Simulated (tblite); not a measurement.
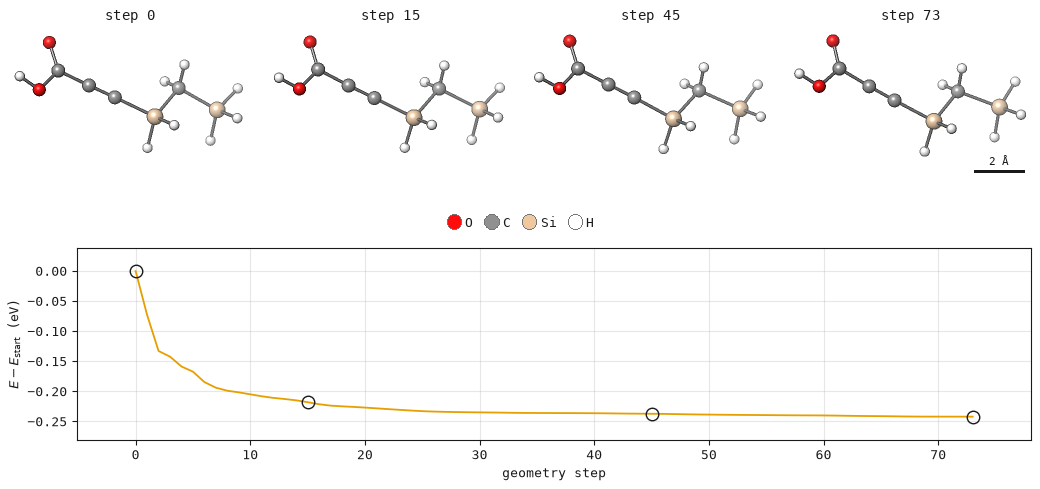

Frames of a relaxation of C4H8O2Si2, marked on the history of the run. A ball-and-stick model, seen at a tilt.

These are results of tblite 0.8.0, GFN2-xTB geometry optimisation, gas phase, not measurements. 

What happens along the run?

After 73 geometry steps the energy has fallen by 0.242 eV. An H atom moves most after the best rigid fit: 0.30 Å. By element the largest moves are H 0.30 Å, Si 0.22 Å, O 0.20 Å, C 0.16 Å. Near-neighbour distances that change, for instance: C–Si 1.836 → 1.901 Å, C–O 1.233 → 1.204 Å, H–Si 1.489 → 1.465 Å, C–H 1.107 → 1.091 Å. Bond angles that change, for instance: Si–C–Si 106.1° → 115.5°, C–O–H 104.2° → 109.9°, C–Si–C 110.9° → 107.3°. The run took 0.44 s on 1 thread of Arm Neoverse V2, with other jobs on the host. From step 0 to 15: a Si atom moves most (0.13 Å), energy −0.218 eV. From step 15 to 45: an H atom moves most (0.15 Å), energy −0.019 eV. From step 45 to 73: an H atom moves most (0.17 Å), energy −0.005 eV.

```json
{"step": "0", "E − E(0), eV": "0.0000"}
{"step": "1", "E − E(0), eV": "-0.0729"}
{"step": "2", "E − E(0), eV": "-0.1328"}
{"step": "3", "E − E(0), eV": "-0.1423"}
{"step": "4", "E − E(0), eV": "-0.1586"}
{"step": "5", "E − E(0), eV": "-0.1672"}
{"step": "6", "E − E(0), eV": "-0.1845"}
{"step": "7", "E − E(0), eV": "-0.1939"}
{"step": "8", "E − E(0), eV": "-0.1989"}
{"step": "9", "E − E(0), eV": "-0.2016"}
{"step": "10", "E − E(0), eV": "-0.2048"}
{"step": "13", "E − E(0), eV": "-0.2126"}
{"step": "17", "E − E(0), eV": "-0.2236"}
{"step": "20", "E − E(0), eV": "-0.2269"}
{"step": "23", "E − E(0), eV": "-0.2306"}
{"step": "27", "E − E(0), eV": "-0.2340"}
{"step": "30", "E − E(0), eV": "-0.2348"}
{"step": "33", "E − E(0), eV": "-0.2356"}
{"step": "37", "E − E(0), eV": "-0.2360"}
{"step": "40", "E − E(0), eV": "-0.2363"}
{"step": "43", "E − E(0), eV": "-0.2369"}
{"step": "46", "E − E(0), eV": "-0.2374"}
{"step": "50", "E − E(0), eV": "-0.2385"}
{"step": "53", "E − E(0), eV": "-0.2391"}
{"step": "56", "E − E(0), eV": "-0.2395"}
{"step": "60", "E − E(0), eV": "-0.2400"}
{"step": "63", "E − E(0), eV": "-0.2408"}
{"step": "66", "E − E(0), eV": "-0.2413"}
{"step": "70", "E − E(0), eV": "-0.2419"}
{"step": "73", "E − E(0), eV": "-0.2420"}
```
